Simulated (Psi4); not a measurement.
**SiCl4 (silicon tetrachloride): MP2/cc-pVDZ**

Aim: the vertical ionisation energy of SiCl4 (silicon tetrachloride) at MP2/cc-pVDZ, from 2 runs. The job is set up through a Python script.

The calculation is run with Psi4 1.11.

2 further runs of the same task are left out: 1 that didn't finish, 1 set aside as unsound or not needed.

### 1 The structure to begin with

SiCl4: 5 atoms, total charge 0, spin state singlet. SMILES: `Cl[Si](Cl)(Cl)Cl`. The coordinates come from a PBE0-D4/def2-TZVP relaxation.

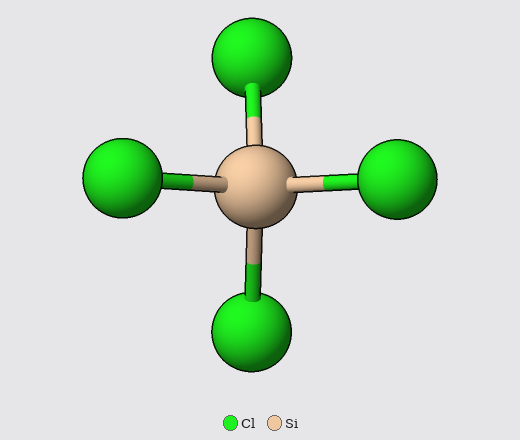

Viewed from a chosen angle; chlorine green, silicon light orange.

### 2 A single-point energy at MP2/cc-pVDZ

The input, cl4si.py:

```python
import psi4

psi4.set_memory(1600000000)
psi4.set_num_threads(1)
psi4.set_output_file('run.log', False)

geom = psi4.geometry("""
0 1
Cl
Si 1 2.021457
Cl 2 2.021513 1 109.46857
Cl 2 2.021503 1 109.4693 3 119.99588
Cl 2 2.021491 1 109.47423 3 -120.00161
symmetry c1
no_reorient
no_com
""")

psi4.set_options({
    'reference': 'rhf',
    'puream': True,
    'e_convergence': 1e-09,
    'd_convergence': 1e-08,
    'scf_type': 'pk',
    'num_frozen_docc': 25,
    'mp2_type': 'conv',
})

E, wfn = psi4.energy('mp2/cc-pVDZ', molecule=geom, return_wfn=True)
print(f'total energy {E:.8f} hartree = {E * 27.211386:.5f} eV')
for k, v in sorted(psi4.core.scalar_variables().items()):
    print(f'{k:45s} {v:18.10f}')
```

On the command line:

```bash
$ python cl4si.py
```

run.log:

```text
[...]
  Running in c1 symmetry.
[...]
  Nuclear repulsion =  527.177978422355636
[...]
  Multiplicity = 1
[...]
  Nalpha       = 41
  Nbeta        = 41
[...]
    Number of basis functions: 90
[...]
   @RHF iter   1: -2127.09963853820909    1.44458e-01   3.07331e-03 DIIS/ADIIS
[...]
   @RHF iter   9: -2127.14961499156743   -4.54747e-12   3.08124e-09 DIIS
[...]
    Orbital Energies [Eh]
    ---------------------
    Doubly Occupied:
       1A   -104.859471     2A   -104.859467     3A   -104.859462
       4A   -104.859460     5A    -68.962033     6A    -10.588997
       7A    -10.588991     8A    -10.588985     9A    -10.588982
      10A     -8.056108    11A     -8.056105    12A     -8.056099
      13A     -8.056096    14A     -8.053259    15A     -8.053259
      16A     -8.053256    17A     -8.053256    18A     -8.053251
      19A     -8.053250    20A     -8.053248    21A     -8.053248
      22A     -6.296606    23A     -4.403576    24A     -4.403576
      25A     -4.403575    26A     -1.183281    27A     -1.124080
      28A     -1.124072    29A     -1.124067    30A     -0.728236
      31A     -0.603375    32A     -0.603370    33A     -0.603368
      34A     -0.526392    35A     -0.526390    36A     -0.504894
[...]
  @RHF Final Energy: -2127.14961499156743
   => Energetics <=
    Nuclear Repulsion Energy =            527.1779784223556362
    One-Electron Energy =               -3992.6583425193771291
    Two-Electron Energy =                1338.3307491054536058
    Total Energy =                      -2127.1496149915674323
[...]
 Multipole Moments:
 ------------------------------------------------------------------------------------
     Multipole            Electronic (a.u.)      Nuclear  (a.u.)        Total (a.u.)
 ------------------------------------------------------------------------------------
 L = 1.  Multiply by 2.5417464519 to convert [e a0] to [Debye]
 Dipole X            :         -0.0000835           -0.0000244           -0.0001079
 Dipole Y            :          0.0000782            0.0000196            0.0000979
 Dipole Z            :         -0.0000663            0.0000010           -0.0000653
 Magnitude           :                                                    0.0001597
[...]
	SCS-MP2 Total Energy (a.u.)        : -2127.74568081378675
	SOS-MP2 Total Energy (a.u.)        : -2127.68790744996841
	SCSN-MP2 Total Energy (a.u.)       : -2127.45465835252617
[...]
	SOS-PI-MP2 Total Energy (a.u.)     : -2127.77762285970175
[...]
	MP2 Total Energy (a.u.)            : -2127.77151213168872
[...]
```

The script printed:

```text
total energy -2127.77151213 hartree = -57899.61194 eV
CURRENT CORRELATION ENERGY                         -0.6218971401
CURRENT ENERGY                                  -2127.7715121317
CURRENT REFERENCE ENERGY                        -2127.1496149916
DD SOLVATION ENERGY                                 0.0000000000
HF KINETIC ENERGY                                2127.5238359902
HF POTENTIAL ENERGY                             -4254.6734509817
HF TOTAL ENERGY                                 -2127.1496149916
HF VIRIAL RATIO                                     1.9998241049
MP2 CORRELATION ENERGY                             -0.6218971401
MP2 DOUBLES ENERGY                                 -0.6218971401
MP2 OPPOSITE-SPIN CORRELATION ENERGY               -0.4485770487
MP2 SAME-SPIN CORRELATION ENERGY                   -0.1733200915
MP2 SINGLES ENERGY                                  0.0000000000
MP2 TOTAL ENERGY                                -2127.7715121317
NUCLEAR REPULSION ENERGY                          527.1779784224
ONE-ELECTRON ENERGY                             -3992.6583425194
PCM POLARIZATION ENERGY                             0.0000000000
PE ENERGY                                           0.0000000000
SCF ITERATION ENERGY                            -2127.1496149916
SCF ITERATIONS                                      9.0000000000
SCF TOTAL ENERGY                                -2127.1496149916
SCS(N)-MP2 CORRELATION ENERGY                      -0.3050433610
SCS(N)-MP2 TOTAL ENERGY                         -2127.4546583525
SCS-MP2 CORRELATION ENERGY                         -0.5960658222
SCS-MP2 TOTAL ENERGY                            -2127.7456808138
SCS-MP2-VDW CORRELATION ENERGY                     -0.6608386680
SCS-MP2-VDW TOTAL ENERGY                        -2127.8104536596
SOS-MP2 CORRELATION ENERGY                         -0.5382924584
SOS-MP2 TOTAL ENERGY                            -2127.6879074500
SOS-PI-MP2 CORRELATION ENERGY                      -0.6280078681
SOS-PI-MP2 TOTAL ENERGY                         -2127.7776228597
TWO-ELECTRON ENERGY                              1338.3307491055
```

It took 81 s on 1 thread of AMD EPYC 7R43 (Zen 3), shared host; peak memory 0.51 GiB.

### 3 The doublet cation

The input, calc.py:

```python
import psi4

psi4.set_memory(1600000000)
psi4.set_num_threads(1)
psi4.core.set_output_file('cl4si.out', False)

geom = psi4.geometry("""
1 2
Cl    -0.962600    -0.087600     1.762300
Si     0.010000    -0.014700    -0.008300
Cl     1.655400    -1.185900     0.078100
Cl    -1.212100    -0.676900    -1.476100
Cl     0.559300     1.891400    -0.397500
symmetry c1
no_reorient
no_com
""")

psi4.set_options({
    'reference': 'uhf',
    'puream': True,
    'e_convergence': 1e-09,
    'd_convergence': 1e-08,
    'scf_type': 'pk',
    'num_frozen_docc': 25,
    'mp2_type': 'conv',
    'maxiter': 200,
})

e = psi4.energy("mp2/cc-pVDZ")
print(f'mp2/cc-pVDZ energy: {e:.10f} Eh')
for k, v in sorted(psi4.core.scalar_variables().items()):
    print(f'{k:45s} {v:18.10f}')
```

On the command line:

```bash
$ python calc.py
```

cl4si.out:

```text
[...]
  Running in c1 symmetry.
[...]
  Nuclear repulsion =  527.177977359409056
[...]
  Multiplicity = 2
[...]
  Nalpha       = 41
  Nbeta        = 40
[...]
    Number of basis functions: 90
[...]
   @UHF iter   1: -2126.62693097739202    6.17166e-01   3.52678e-03 ADIIS/DIIS
[...]
   @UHF iter  31: -2126.70241134017078    1.27329e-11   9.22292e-09 DIIS
[...]
   @S^2 Observed:                7.844798133E-01
[...]
    Orbital Energies [Eh]
    ---------------------
    Alpha Occupied:
       1A   -105.117995     2A   -105.117981     3A   -105.117974
       4A   -105.033752     5A    -69.167469     6A    -10.844746
       7A    -10.844731     8A    -10.844722     9A    -10.762087
      10A     -8.318056    11A     -8.318041    12A     -8.318033
      13A     -8.309309    14A     -8.309295    15A     -8.309287
      16A     -8.306556    17A     -8.306542    18A     -8.306534
      19A     -8.229065    20A     -8.226049    21A     -8.226049
      22A     -6.502467    23A     -4.609490    24A     -4.609489
      25A     -4.609051    26A     -1.421329    27A     -1.376384
      28A     -1.376368    29A     -1.303486    30A     -0.945555
      31A     -0.833768    32A     -0.833767    33A     -0.802898
      34A     -0.770579    35A     -0.770574    36A     -0.741893
[...]
  @UHF Final Energy: -2126.70241134017078
   => Energetics <=
    Nuclear Repulsion Energy =            527.1779773594090557
    One-Electron Energy =               -3974.3873251069890102
    Two-Electron Energy =                1320.5069364074092846
    Total Energy =                      -2126.7024113401707837
  UHF NO Occupations:
  HONO-2 :   39  A 1.9923300
  HONO-1 :   40  A 1.9923284
[...]
 Multipole Moments:
 ------------------------------------------------------------------------------------
     Multipole            Electronic (a.u.)      Nuclear  (a.u.)        Total (a.u.)
 ------------------------------------------------------------------------------------
 L = 1.  Multiply by 2.5417464519 to convert [e a0] to [Debye]
 Dipole X            :         -1.7546642            1.5495754           -0.2050887
 Dipole Y            :          1.4797514           -2.2843009           -0.8045495
 Dipole Z            :          1.4291920           -1.2861476            0.1430444
 Magnitude           :                                                    0.8425099
[...]
	SCS-MP2 Total Energy (a.u.)        : -2127.30730688170024
	SOS-MP2 Total Energy (a.u.)        : -2127.24762313197289
	SCSN-MP2 Total Energy (a.u.)       : -2127.01754153873117
[...]
	SOS-PI-MP2 Total Energy (a.u.)     : -2127.33849176394006
[...]
	MP2 Total Energy (a.u.)            : -2127.33580574918824
[...]
```

Standard output:

```text
mp2/cc-pVDZ energy: -2127.3358057492 Eh
CURRENT CORRELATION ENERGY                         -0.6333944090
CURRENT ENERGY                                  -2127.3358057492
CURRENT REFERENCE ENERGY                        -2126.7024113402
DD SOLVATION ENERGY                                 0.0000000000
HF KINETIC ENERGY                                2127.0022710478
HF POTENTIAL ENERGY                             -4253.7046823880
HF TOTAL ENERGY                                 -2126.7024113402
HF VIRIAL RATIO                                     1.9998590224
MP2 CORRELATION ENERGY                             -0.6333944090
MP2 DOUBLES ENERGY                                 -0.6333944090
MP2 OPPOSITE-SPIN CORRELATION ENERGY               -0.4543431598
MP2 SAME-SPIN CORRELATION ENERGY                   -0.1790512492
MP2 SINGLES ENERGY                                  0.0000000000
MP2 TOTAL ENERGY                                -2127.3358057492
NUCLEAR REPULSION ENERGY                          527.1779773594
ONE-ELECTRON ENERGY                             -3974.3873251070
PCM POLARIZATION ENERGY                             0.0000000000
PE ENERGY                                           0.0000000000
SCF ITERATION ENERGY                            -2126.7024113402
SCF ITERATIONS                                     31.0000000000
SCF TOTAL ENERGY                                -2126.7024113402
SCS(N)-MP2 CORRELATION ENERGY                      -0.3151301986
SCS(N)-MP2 TOTAL ENERGY                         -2127.0175415387
SCS-MP2 CORRELATION ENERGY                         -0.6048955415
SCS-MP2 TOTAL ENERGY                            -2127.3073068817
SCS-MP2-VDW CORRELATION ENERGY                     -0.6710848692
SCS-MP2-VDW TOTAL ENERGY                        -2127.3734962094
SOS-MP2 CORRELATION ENERGY                         -0.5452117918
SOS-MP2 TOTAL ENERGY                            -2127.2476231320
SOS-PI-MP2 CORRELATION ENERGY                      -0.6360804238
SOS-PI-MP2 TOTAL ENERGY                         -2127.3384917639
TWO-ELECTRON ENERGY                              1320.5069364074
```

Run time: 70 s. Hardware: 1 thread of AMD EPYC 7R43 (Zen 3), shared host; peak memory 0.5 GiB.

### 4 Outcome

Level: MP2/cc-pVDZ, 25 core orbitals frozen.

| quantity | value |
| --- | --- |
| singlet SiCl4: total energy | -2127.77151 Eh |
| singlet SiCl4: HOMO energy (Hartree–Fock orbitals) | -12.91 eV |
| singlet SiCl4: LUMO energy (Hartree–Fock orbitals) | 3.58 eV |
| singlet SiCl4: HOMO–LUMO gap (Hartree–Fock orbitals) | 16.49 eV |
| singlet SiCl4: correlation energy (25 core orbitals frozen) | -621.9 mEh |
| doublet cation: total energy | -2127.33581 Eh |
| doublet cation: HOMO energy (Hartree–Fock orbitals) (highest over α and β) | -17.26 eV |
| doublet cation: LUMO energy (Hartree–Fock orbitals) (lowest over α and β) | -11.42 eV |
| doublet cation: correlation energy (25 core orbitals frozen) | -633.4 mEh |
| doublet cation: ⟨S²⟩ of the reference determinant | 0.784 |
| vertical ionisation energy (to the doublet cation) | 11.856 eV |

The vertical ionisation energy comes to 11.86 eV (273 kcal/mol).
